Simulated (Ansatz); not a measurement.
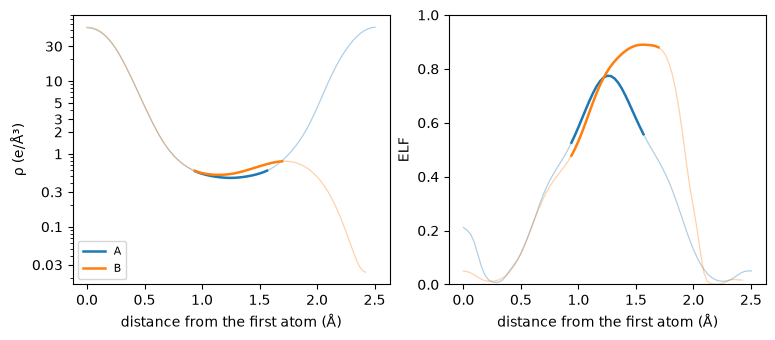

Figure 1: Ge7P. Valence electron density and electron localisation function along straight lines between neighbouring atoms. Thin, pale parts lie inside the atomic spheres.

Space group P-4m2; a generated structure, not necessarily the stable one; computed without spin polarisation.

Computed with DFT PBE, scalar-relativistic, plane waves, PAW (Ansatz 0.2.0).

Core electrons are frozen (PAW), and the valence fields are smoothed inside the atomic spheres.

> Which curve belongs to which contact (Ge–Ge and Ge–P)? The first atom named is at distance zero.

Curve A: Ge–Ge (2.51 Å): ρ at the midpoint is about 0.47 e/Å³; the ELF peaks at about 0.75 between the atoms. Curve B: Ge–P (2.42 Å): ρ is about 0.52 e/Å³ halfway; the ELF peaks at about 0.90 in the valence shell of P, 0.8 Å from its nucleus, and is about 0.75 at the midpoint.
